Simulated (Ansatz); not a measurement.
Geometry optimisation.

Program: Ansatz.

```
crystal:
  lattice:
    - [0.0, 2.9191859941, 2.9191859941]
    - [2.9191859941, 0.0, 2.9191859941]
    - [2.9191859941, 2.9191859941, 0.0]
  atoms:
    - { symbol: Mo, position: [0.0, 0.0, 0.0] }
    - { symbol: Bi, position: [0.5, 0.5, 0.5] }
kpoints:
  mp_grid: { grid: [12, 12, 12] }
scf:
  occupations: { method: fermi_dirac, width: 0.05 }
hamiltonian:
  xc: pbe
  pseudopotentials: { kind: paw }
output:
  forces: true
  stress: true
relax:
  f_tol: 0.005
  max_steps: 80
  cell: {}
```

Command:
```bash
ansatz run input.yaml --threads 1 --pin off --max-ram 2048MiB --backend cpu --events-out ev --progress --plain --runs-dir out
```

How does the optimisation go?

Answer. The optimisation met its thresholds at geometry 5, counting the start as the first. The energy fell by about 43 meV/atom from the first step to the last. All forces vanish by symmetry, so only the cell moves. The volume shrinks from 24.9 to 23.0 Å³ per atom (−7 %), overshooting to 21.4 at step 2, as the pressure goes from −6.8 GPa to about 0 GPa.

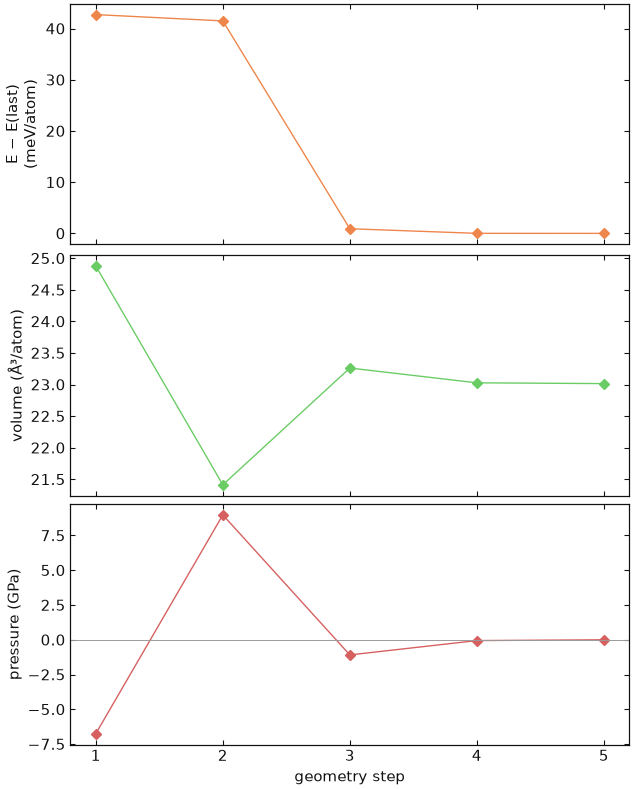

History of the run, step by step. Atoms and cell relax. A closing SCF on a freshly chosen basis isn't drawn.
